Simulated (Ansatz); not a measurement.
## SbH2Cl (SMILES [H][Sb]([H])[Cl]): the energy, rung by rung

The species is SbH2Cl (4 atoms), meant as a singlet with charge 0. SMILES: `[H][Sb]([H])[Cl]`. The shape comes from GFN2-xTB, which is rough for such elements, and wasn't checked as a minimum.

```xyz
4

Sb    0.0579    0.1138    0.8142
H     1.4517    0.1209   -0.1639
H    -0.5700    1.3384   -0.1883
Cl   -0.9396   -1.5731   -0.4620
```

Quantity: the energy change with the Sb1–H3 bond stretched from 1.703 to 3.405 Å, in eV. The values are calculated.

```
                      level                    kind  program  value (eV)  less FCI/STO-3G  CPU time (all runs)
    PBE/STO-3G (restricted)                     GGA   Ansatz        4.83            +1.32                3.9 s
 revPBE/STO-3G (restricted)                     GGA   Ansatz        4.73            +1.22                3.9 s
 r2SCAN/STO-3G (restricted)                meta-GGA   Ansatz        5.21            +1.70                 11 s
  BHLYP/STO-3G (restricted)           global hybrid   Ansatz        6.23            +2.72                4.2 s
wB97M-V/STO-3G (restricted)  range-separated hybrid   Ansatz        6.17            +2.66                 47 s
 B2PLYP/STO-3G (restricted)           double hybrid   Ansatz        5.16            +1.65                  6 s
RPA@PBE/STO-3G (restricted)                     RPA   Ansatz        4.45            +0.94                7.5 s
  CCSDT/STO-3G (restricted)   coupled cluster or CI   Ansatz        3.51             0.00                1.4 s
                 FCI/STO-3G      exact in the basis   Ansatz        3.51             0.00                2.2 s
```

FCI/STO-3G is exact within its basis and frozen core, so for wave-function methods in that basis the difference is their error; functionals converge differently with the basis, so for them it is only a difference. All-electron rows without a relativistic Hamiltonian named are non-relativistic. The first shape isn't each level's own minimum. The values span 3.51 to 6.23 eV. All rows use very small basis sets, so even the best lies far from the true value. In the correlated wave-function rows the outer d shell of Sb is correlated, in sets not made for it. CPU times are rough (shared hosts, several kinds of processor): they show what a rung costs within a factor of a few.

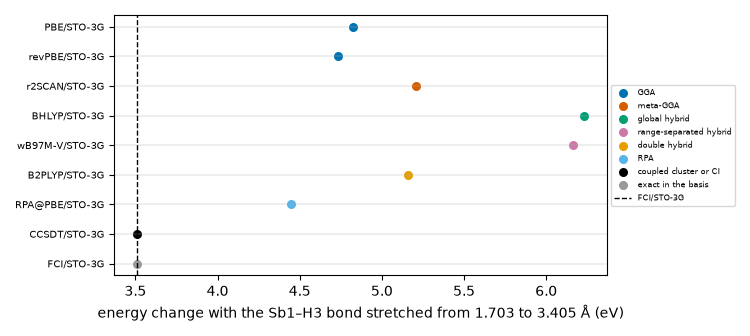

The values of the table, level by level.
